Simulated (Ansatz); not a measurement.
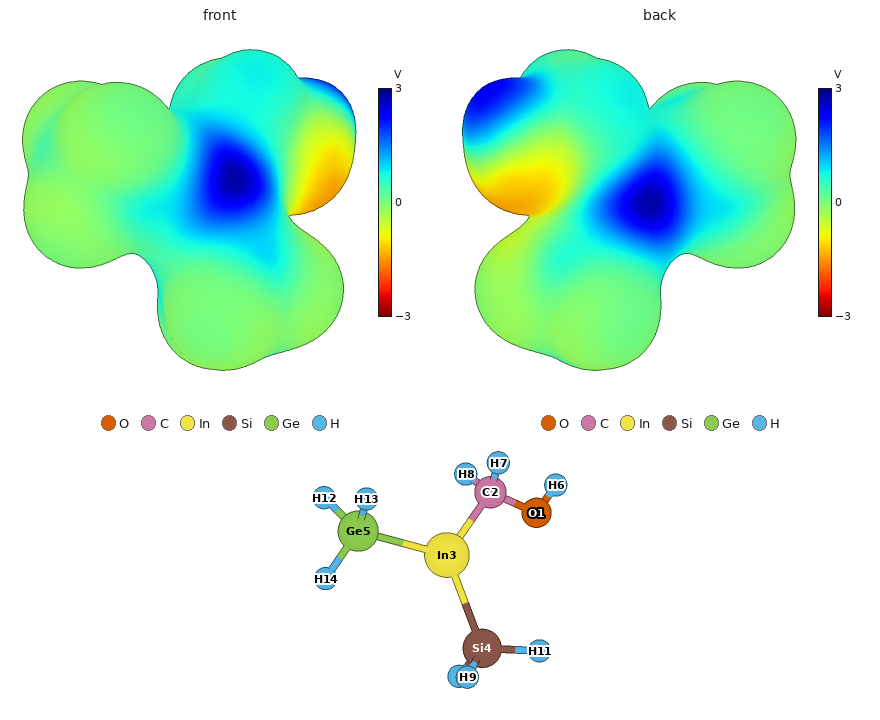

The picture shows: CH9GeInOSi. The electrostatic potential painted on the density surface at 0.002 e/bohr³, seen from the front and from behind; red is negative and blue positive. The bare structure is drawn below in the same view.

Geometry: PBE0-D4/def2-TZVP; core potentials replace the inner electrons of In.

Level of theory: Ansatz 0.2.0, RKS PBE0-D4/def2-TZVPP.

Input

```
crystal:
  periodic: [false, false, false]
  atoms:
    - {symbol: O, position_ang: [-1.745156, 1.248426, 1.811753]}
    - {symbol: C, position_ang: [-0.610426, 0.404686, 1.910056]}
    - {symbol: In, position_ang: [0.099424, -0.053948, -0.097081]}
    - {symbol: Si, position_ang: [-1.105853, 0.911446, -2.160491]}
    - {symbol: Ge, position_ang: [2.180756, -1.632588, -0.292335]}
    - {symbol: H, position_ang: [-2.057950, 1.452817, 2.697532]}
    - {symbol: H, position_ang: [0.209007, 0.878071, 2.468750]}
    - {symbol: H, position_ang: [-0.842406, -0.540980, 2.419503]}
    - {symbol: H, position_ang: [-0.145961, 1.184587, -3.266980]}
    - {symbol: H, position_ang: [-2.084787, -0.095740, -2.663249]}
    - {symbol: H, position_ang: [-1.849213, 2.167311, -1.871820]}
    - {symbol: H, position_ang: [2.032090, -2.898208, 0.578791]}
    - {symbol: H, position_ang: [3.459584, -0.918412, 0.197001]}
    - {symbol: H, position_ang: [2.460871, -2.107486, -1.731450]}
basis:
  gaussian: {orbitals: def2-TZVPP}
hamiltonian: {xc: pbe0, dispersion: d4}
output: {orbitals: {seedname: orbitals}}
```

Run with:

```sh
ansatz run in.yaml --threads 2 --pin off --events-out ev --progress --plain --max-ram 32768MiB --backend cuda --devices 0, --max-vram 18GiB
```

Where is the surface potential most negative and most positive?

The most negative region (about −1.4 V) lies over O1, the most positive (about +2.7 V) over In3. O1 is the likeliest acceptor of a hydrogen bond.
